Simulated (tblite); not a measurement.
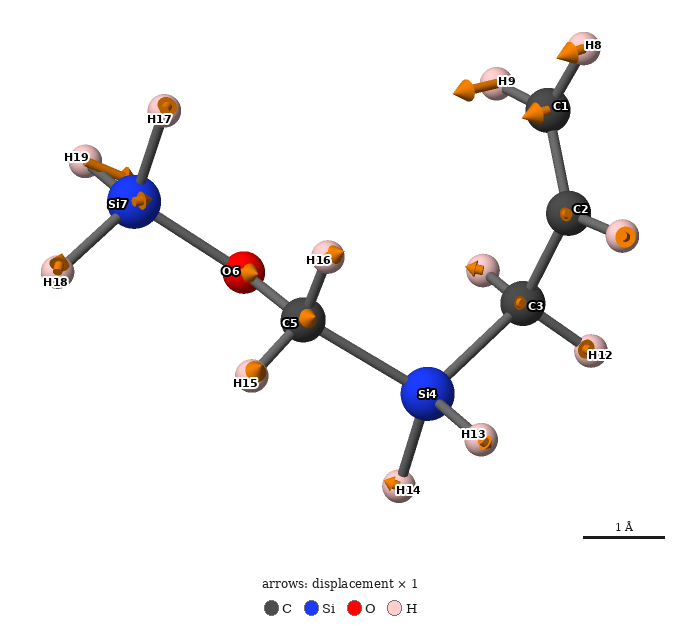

This is a relaxation of C4H12OSi2. The starting structure is drawn; orange arrows show the displacements, at their true length. The two geometries are superimposed by the best rigid fit.

A ball-and-stick model, seen face on.

Method: GFN2-xTB geometry optimisation, gas phase in tblite 0.8.0. 

Question: Which element moves most?

Answer: Hydrogen: up to 0.80 Å, against 0.40 Å for carbon.

Question: What happened in the run?

Answer: An H atom moves most after the best rigid fit: 0.80 Å. By element the largest moves are H 0.80 Å, C 0.40 Å, O 0.29 Å, Si 0.27 Å. Among the contacts that change: O–Si 1.671 → 1.617 Å, C–Si 1.874 → 1.912 Å, C–C 1.526 → 1.489 Å, H–Si 1.489 → 1.454 Å. Among the angles between lasting bonds that change: Si–C–O 115.9° → 105.6°, O–Si–H 109.3° → 99.1°, C–O–Si 119.0° → 128.9°. After 107 geometry steps the energy has fallen by 6.48 kcal/mol.
